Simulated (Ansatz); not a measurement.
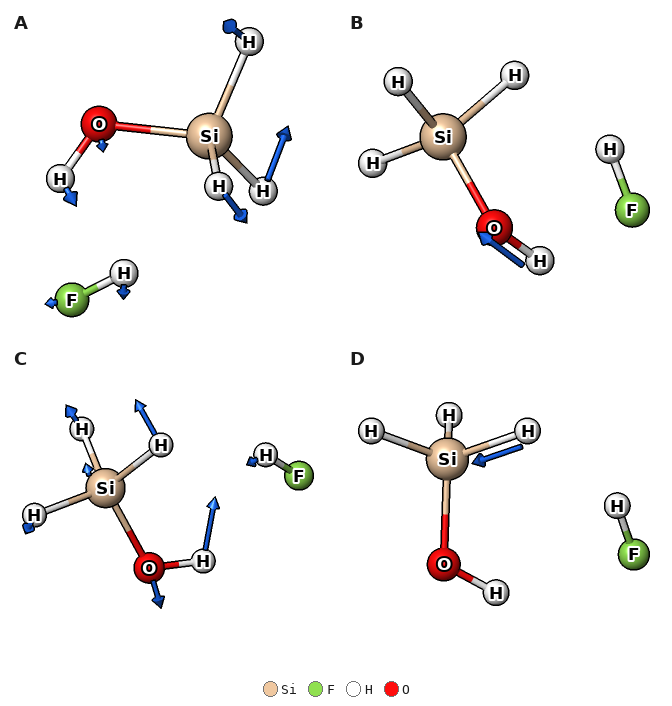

4 normal modes of one molecule or complex, as arrows. Harmonic vibrations computed with RKS PBE0-D4/def2-TZVP (Ansatz 0.2.0) at a stationary point of the same level.

Match the panels to the wavenumbers 75 cm⁻¹, 884 cm⁻¹, 2115 cm⁻¹, 3875 cm⁻¹.

Answer. A: 75 cm⁻¹
B: 3875 cm⁻¹, O–H stretching
C: 884 cm⁻¹
D: 2115 cm⁻¹, Si–H stretching
